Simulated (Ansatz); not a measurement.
## WHF$_{6}$: geometry relaxation (part 2 of 2)

Continued. System: WHF$_{6}$, multiplicity 2. Method: UHF/def2-SVP (Ansatz 0.2.0). It belongs to a series of runs on one base structure; here: end point B relaxed.

Geometry of the input (Å):
```
W  0.0000  0.0000  -0.3581
F  0.0000  -0.0000  2.6810
F  1.8805  0.0000  -0.3537
F  0.0000  1.7009  0.2787
F  -1.8805  0.0000  -0.3537
F  0.0000  -1.7009  0.2787
F  0.0000  0.0000  -2.1931
H  -0.0000  0.0000  3.5902
```

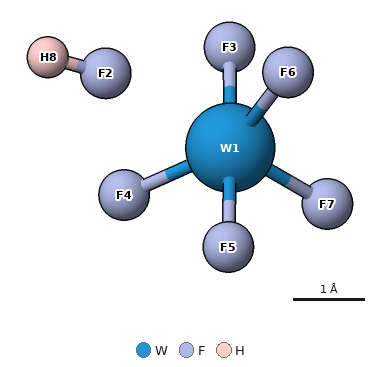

The geometry at step 14 of the log (ball-and-stick view, seen at an oblique angle; atoms are numbered from 1 in the order of the input).

**Trajectory as extended XYZ, continued**
```
8
Properties=species:S:1:pos:R:3:forces:R:3 step=4 energy=-18049.42602 accepted=F
W     0.0000    0.0000   -0.1045    0.0000  -0.0001  -0.7451
F     0.0000   -0.0001    2.0978    0.0001  -0.0002   0.7282
F     1.8615    0.0000   -0.1099    0.9652   0.0000   0.1169
F     0.0000    1.7445    0.3593    0.0000   1.1290   0.0798
F    -1.8615    0.0000   -0.1099   -0.9652   0.0000   0.1169
F     0.0000   -1.7446    0.3593    0.0000  -1.1289   0.0797
F     0.0000    0.0000   -1.9279    0.0000   0.0000  -0.5989
H     0.0000    0.0001    3.0059    0.0000   0.0002   0.2224
8
Properties=species:S:1:pos:R:3:forces:R:3 step=5 energy=-18049.53987
W     0.0000    0.0000   -0.1470    0.0000  -0.0001  -0.0954
F     0.0000   -0.0001    2.1978    0.0001  -0.0003  -0.0177
F     1.8837    0.0000   -0.1317   -0.0051   0.0000   0.0527
F     0.0000    1.7629    0.3290    0.0000   0.0195  -0.0809
F    -1.8837    0.0000   -0.1317    0.0051   0.0000   0.0527
F     0.0000   -1.7630    0.3289    0.0000  -0.0193  -0.0810
F     0.0000    0.0000   -1.9818    0.0000   0.0000   0.0705
H     0.0000    0.0001    3.1065   -0.0001   0.0002   0.0991
8
Properties=species:S:1:pos:R:3:forces:R:3 step=6 energy=-18049.54385
W     0.0000    0.0000   -0.1484    0.0000   0.0000   0.1064
F     0.0000   -0.0002    2.1991    0.0001  -0.0005   0.0041
F     1.8830    0.0000   -0.1114    0.0223   0.0000   0.0004
F     0.0000    1.7687    0.3061    0.0000   0.0249  -0.0306
F    -1.8830    0.0000   -0.1114   -0.0223   0.0000   0.0004
F     0.0000   -1.7688    0.3059    0.0000  -0.0249  -0.0306
F     0.0000    0.0001   -1.9790    0.0000   0.0000  -0.0748
H    -0.0001    0.0003    3.1089   -0.0001   0.0004   0.0247
8
Properties=species:S:1:pos:R:3:forces:R:3 step=7 energy=-18049.54435
W     0.0000   -0.0001   -0.1444    0.0000  -0.0001  -0.0909
F     0.0001   -0.0004    2.2032    0.0002  -0.0011  -0.0074
F     1.8837    0.0000   -0.1055   -0.0061   0.0000   0.0084
F     0.0000    1.7732    0.2935    0.0000   0.0055   0.0124
F    -1.8837    0.0000   -0.1054    0.0061   0.0000   0.0085
F     0.0000   -1.7733    0.2931    0.0000  -0.0052   0.0122
F     0.0000    0.0001   -1.9780    0.0000   0.0000   0.0577
H    -0.0001    0.0006    3.1135   -0.0002   0.0008  -0.0010
8
Properties=species:S:1:pos:R:3:forces:R:3 step=8 energy=-18049.54444
W     0.0000   -0.0001   -0.1456   -0.0001   0.0000   0.0040
F     0.0002   -0.0006    2.2012    0.0004  -0.0018   0.0013
F     1.8836   -0.0001   -0.1045   -0.0009   0.0000  -0.0010
F     0.0000    1.7727    0.2951    0.0000  -0.0032  -0.0008
F    -1.8835   -0.0001   -0.1044    0.0009   0.0000  -0.0010
F     0.0000   -1.7731    0.2945    0.0000   0.0035  -0.0010
F     0.0000    0.0002   -1.9777    0.0000   0.0000  -0.0008
H    -0.0002    0.0010    3.1115   -0.0003   0.0013  -0.0007
8
Properties=species:S:1:pos:R:3:forces:R:3 step=9 energy=-18049.54444
W     0.0000   -0.0002   -0.1457   -0.0001  -0.0001   0.0012
F     0.0003   -0.0011    2.2015    0.0007  -0.0032   0.0000
F     1.8836   -0.0001   -0.1051    0.0000   0.0001   0.0000
F     0.0001    1.7725    0.2956    0.0000   0.0004   0.0001
F    -1.8835   -0.0001   -0.1048   -0.0001   0.0001   0.0001
F     0.0001   -1.7730    0.2945    0.0000   0.0003  -0.0002
F    -0.0001    0.0004   -1.9778    0.0000   0.0000  -0.0010
H    -0.0004    0.0017    3.1118   -0.0006   0.0024   0.0000
8
Properties=species:S:1:pos:R:3:forces:R:3 step=10 energy=-18049.54372 accepted=F
W     0.0014   -0.0072   -0.1509    0.0034   0.0154  -0.2199
F     0.0140   -0.0499    2.2283    0.0095  -0.0596   0.4577
F     1.8836   -0.0053   -0.1483    0.0675   0.0033   0.0839
F     0.0021    1.7460    0.3362   -0.0006   0.2873   0.0779
F    -1.8809   -0.0053   -0.1378   -0.0767   0.0032   0.0876
F     0.0020   -1.7713    0.2882   -0.0004  -0.2786   0.0628
F    -0.0034    0.0173   -1.9827    0.0005   0.0016  -0.0283
H    -0.0188    0.0758    3.1369   -0.0033   0.0273  -0.5218
8
Properties=species:S:1:pos:R:3:forces:R:3 step=11 energy=-18049.54450
W     0.0002   -0.0011   -0.1462   -0.0001  -0.0005  -0.0268
F     0.0021   -0.0078    2.2051    0.0052  -0.0229  -0.0753
F     1.8836   -0.0008   -0.1102    0.0095   0.0005   0.0101
F     0.0003    1.7691    0.3007   -0.0001   0.0386   0.0106
F    -1.8832   -0.0008   -0.1086   -0.0104   0.0005   0.0107
F     0.0003   -1.7730    0.2933   -0.0001  -0.0341   0.0081
F    -0.0005    0.0026   -1.9782    0.0001   0.0002  -0.0053
H    -0.0029    0.0117    3.1140   -0.0041   0.0177   0.0679
8
Properties=species:S:1:pos:R:3:forces:R:3 step=12 energy=-18049.54495
W     0.0005   -0.0026   -0.1471    0.0001   0.0004  -0.0661
F     0.0051   -0.0187    2.2097    0.0116  -0.0527  -0.0414
F     1.8836   -0.0019   -0.1181    0.0223   0.0013   0.0251
F     0.0007    1.7638    0.3094   -0.0003   0.0917   0.0238
F    -1.8827   -0.0019   -0.1144   -0.0246   0.0013   0.0265
F     0.0007   -1.7731    0.2915   -0.0003  -0.0829   0.0179
F    -0.0012    0.0063   -1.9791    0.0002   0.0006  -0.0099
H    -0.0068    0.0282    3.1182   -0.0090   0.0402   0.0240
8
Properties=species:S:1:pos:R:3:forces:R:3 step=13 energy=-18049.54755
W     0.0017   -0.0093   -0.1504    0.0058   0.0226  -0.2553
F     0.0177   -0.0650    2.2321    0.0124  -0.0791   0.4077
F     1.8837   -0.0068   -0.1529    0.0750   0.0046   0.0942
F     0.0025    1.7408    0.3458   -0.0006   0.3222   0.0938
F    -1.8803   -0.0068   -0.1396   -0.0874   0.0043   0.0988
F     0.0026   -1.7733    0.2834   -0.0004  -0.3168   0.0736
F    -0.0043    0.0222   -1.9821    0.0003   0.0026  -0.0297
H    -0.0237    0.0982    3.1337   -0.0051   0.0396  -0.4831
8
Properties=species:S:1:pos:R:3:forces:R:3 step=14 energy=-18049.56097
W     0.0021   -0.0118   -0.1474    0.0120  -0.0229  -0.0711
F     0.0232   -0.0866    2.2203    0.0106  -0.0773   0.4822
F     1.8845   -0.0074   -0.1350    0.0563   0.0055   0.0485
F     0.0028    1.7409    0.3489   -0.0003   0.2501   0.0804
F    -1.8802   -0.0073   -0.1186   -0.0746   0.0041   0.0549
F     0.0030   -1.7835    0.2678   -0.0010  -0.1983   0.0391
F    -0.0052    0.0271   -1.9775   -0.0006   0.0057  -0.0881
H    -0.0302    0.1286    3.1114   -0.0024   0.0330  -0.5458
8
Properties=species:S:1:pos:R:3:forces:R:3 step=15 energy=-18049.56689
W     0.0024   -0.0135   -0.1444    0.0117  -0.0334  -0.0585
F     0.0253   -0.0941    2.2137    0.0123  -0.0888   0.4793
F     1.8848   -0.0081   -0.1280    0.0510   0.0057   0.0377
F     0.0028    1.7402    0.3524    0.0004   0.2281   0.0743
F    -1.8800   -0.0080   -0.1106   -0.0705   0.0040   0.0445
F     0.0031   -1.7881    0.2628   -0.0004  -0.1616   0.0303
F    -0.0051    0.0283   -1.9745   -0.0009   0.0069  -0.0819
H    -0.0332    0.1433    3.0986   -0.0036   0.0391  -0.5258
8
Properties=species:S:1:pos:R:3:forces:R:3 step=16 energy=-18049.53584 accepted=F
W     0.0037   -0.0253   -0.1244    0.0649  -0.2536  -0.0742
F     0.0568   -0.2200    2.2022   -0.4055   1.6626   2.6659
F     1.8873   -0.0101   -0.1061   -0.0211   0.0201   0.0237
F     0.0044    1.7287    0.3987   -0.0069   0.0450   0.1426
F    -1.8805   -0.0110   -0.0789   -0.0010   0.0187   0.0466
F     0.0047   -1.8163    0.2290   -0.0052   0.0690  -0.0598
F    -0.0072    0.0420   -1.9571   -0.0152   0.0243   0.0245
H    -0.0693    0.3120    3.0066    0.3901  -1.5861  -2.7692
8
Properties=species:S:1:pos:R:3:forces:R:3 step=17 energy=-18049.59798
W     0.0035   -0.0220   -0.1372    0.0031  -0.0534   0.0365
F     0.0343   -0.1394    2.2004   -0.0132  -0.0106   0.6826
F     1.8857   -0.0117   -0.1106    0.0451   0.0096   0.0001
F     0.0027    1.7281    0.3854    0.0029   0.1511   0.0423
F    -1.8791   -0.0120   -0.0889   -0.0556   0.0062   0.0090
F     0.0036   -1.8040    0.2453    0.0016  -0.0644  -0.0115
F    -0.0053    0.0379   -1.9680   -0.0035   0.0137  -0.0586
H    -0.0454    0.2232    3.0436    0.0197  -0.0522  -0.7004
8
Properties=species:S:1:pos:R:3:forces:R:3 step=18 energy=-18049.63237
W     0.0046   -0.0295   -0.1236    0.0261  -0.0762  -0.0671
F     0.0390   -0.1842    2.1961   -0.0503   0.1511   0.7775
F     1.8893   -0.0122   -0.1060   -0.0572   0.0131   0.0212
F     0.0040    1.7152    0.4289    0.0019   0.0817   0.0353
F    -1.8804   -0.0132   -0.0768    0.0345   0.0091   0.0294
F     0.0054   -1.8182    0.2284    0.0013  -0.0041  -0.0150
F    -0.0066    0.0436   -1.9554   -0.0075   0.0282  -0.0037
H    -0.0553    0.2983    2.9784    0.0512  -0.2029  -0.7776
8
Properties=species:S:1:pos:R:3:forces:R:3 step=19 energy=-18049.65019
W     0.0074   -0.0410   -0.1178   -0.0240  -0.1797   0.2004
F     0.0458   -0.2647    2.2151   -0.2373   1.3093   1.2273
F     1.8862   -0.0113   -0.0857    0.1153   0.0139  -0.0384
F     0.0063    1.6986    0.4689    0.0039  -0.0462   0.0958
F    -1.8734   -0.0143   -0.0470   -0.0843   0.0121  -0.0200
F     0.0074   -1.8344    0.2098    0.0083   0.0551  -0.0762
F    -0.0115    0.0664   -1.9474   -0.0027   0.0280  -0.0422
H    -0.0681    0.4007    2.8741    0.2208  -1.1924  -1.3467
8
Properties=species:S:1:pos:R:3:forces:R:3 step=20 energy=-18049.68888
W     0.0092   -0.0673   -0.0855   -0.0024  -0.3054  -0.2855
F     0.0226   -0.2708    2.2159   -0.1220   1.0515   0.6186
F     1.8945   -0.0324   -0.0761   -0.1166   0.0152   0.0257
F     0.0102    1.6497    0.5673   -0.0011   0.0985   0.0947
F    -1.8763   -0.0407   -0.0220    0.1121   0.0118   0.0258
F     0.0158   -1.8717    0.1674    0.0015   0.1129   0.0234
F    -0.0157    0.1193   -1.9127    0.0079   0.0211   0.1157
H    -0.0603    0.5139    2.7156    0.1206  -1.0056  -0.6185
8
Properties=species:S:1:pos:R:3:forces:R:3 step=21 energy=-18049.51922 accepted=F
W    -0.0012   -0.1132   -0.1515   -0.0546   2.1315   3.1108
F    -0.0208   -0.2748    2.2475    0.0295  -0.3682  -0.2190
F     1.8535   -0.0215   -0.0458    0.8863  -0.0114  -0.3283
F    -0.0050    1.5919    0.6717    0.0105  -0.7878  -0.7967
F    -1.8564   -0.0384   -0.0150   -0.8238  -0.0551  -0.3535
F     0.0220   -1.8559    0.1981   -0.0221  -1.4452   0.0360
F     0.0003    0.1478   -1.9301   -0.0158   0.2634  -1.5816
H     0.0077    0.5641    2.5952   -0.0100   0.2727   0.1323
8
Properties=species:S:1:pos:R:3:forces:R:3 step=22 energy=-18049.68560 accepted=F
W     0.0038   -0.0867   -0.0962    0.0090   0.0465  -0.0433
F     0.0192   -0.2396    2.2825    0.0218  -0.6816  -0.6276
F     1.8853   -0.0493   -0.0786   -0.0062  -0.0059   0.0434
F     0.0009    1.6286    0.5761   -0.0073  -0.0655   0.0349
F    -1.8784   -0.0647   -0.0498    0.0126   0.0007   0.0457
F     0.0104   -1.8925    0.1273    0.0051   0.0753   0.1473
F    -0.0084    0.1568   -1.9122   -0.0050  -0.0018   0.0258
H    -0.0328    0.5474    2.7209   -0.0301   0.6322   0.3738
8
Properties=species:S:1:pos:R:3:forces:R:3 step=23 energy=-18049.70428
W     0.0053   -0.0762   -0.0926   -0.0198  -0.0366   0.0377
F     0.0088   -0.2625    2.2219   -0.0068   0.1207   0.0475
F     1.8871   -0.0349   -0.0685   -0.0007   0.0024  -0.0040
F     0.0017    1.6388    0.5788    0.0043   0.0013  -0.0010
F    -1.8769   -0.0488   -0.0321    0.0066  -0.0007  -0.0123
F     0.0137   -1.8747    0.1779    0.0032   0.0170   0.0018
F    -0.0095    0.1392   -1.9134    0.0016   0.0098  -0.0143
H    -0.0302    0.5192    2.6980    0.0116  -0.1137  -0.0555
8
Properties=species:S:1:pos:R:3:forces:R:3 step=24 energy=-18049.70461
W     0.0029   -0.0769   -0.0923    0.0049   0.0018  -0.0066
F     0.0076   -0.2599    2.2214   -0.0027  -0.0085  -0.0083
F     1.8848   -0.0348   -0.0663    0.0011  -0.0007   0.0026
F    -0.0006    1.6387    0.5773   -0.0025   0.0041  -0.0015
F    -1.8792   -0.0503   -0.0391   -0.0002  -0.0021  -0.0026
F     0.0129   -1.8745    0.1802   -0.0023  -0.0043   0.0068
F    -0.0074    0.1410   -1.9134   -0.0029   0.0039   0.0035
H    -0.0210    0.5167    2.7022    0.0046   0.0059   0.0062
```

**Key numbers**

| quantity | value |
| --- | --- |
| outcome | converged |
| total energy | −18049.7046 eV |
| mean-field energy | −18049.7046 eV |
| ⟨S²⟩ | 0.755 |
| largest force (length of the vector) at the end | 0.012 eV/Å |
| hardware | 4 threads of Arm Neoverse V1, 24 GiB of memory available, shared host |
| wall time | 67 s (CPU time 4.2 min) |
| peak memory | 0.46 GiB |
